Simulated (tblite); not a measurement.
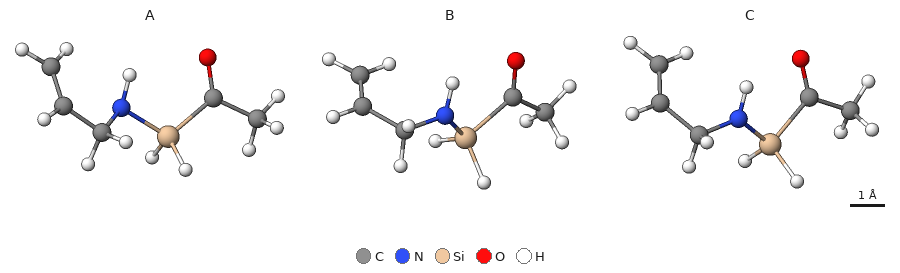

3 geometries from one relaxation of C$_{5}$H$_{11}$NOSi, in shuffled order. Style: ball-and-stick. Shown at a tilt.

These are results of GFN2-xTB geometry optimisation, gas phase (tblite 0.8.0), not measurements. 

Question: Order the frames from highest to lowest energy.

Answer: A, C, B. They are steps 0, 83, 177, at +58.7 kJ/mol, +4.93 kJ/mol relative to the last. The atom that moves furthest after the best rigid fit is an H atom (1.57 Å). By element the largest moves are H 1.57 Å, N 1.28 Å, O 0.92 Å, C 0.89 Å, Si 0.31 Å. Some distances before and after: N–Si 1.785 → 1.705 Å, C–Si 1.838 → 1.918 Å, H–N 1.045 → 1.011 Å, C–H 1.108 → 1.076 Å. Bond angles that change, for instance: C–N–Si 111.7° → 124.8°, N–Si–H 106.2° → 118.0°, N–Si–C 112.3° → 102.9°. After 177 geometry steps the energy has fallen by 58.7 kJ/mol. The run took 2.3 s on 1 thread of Arm Neoverse N1 (shared host).
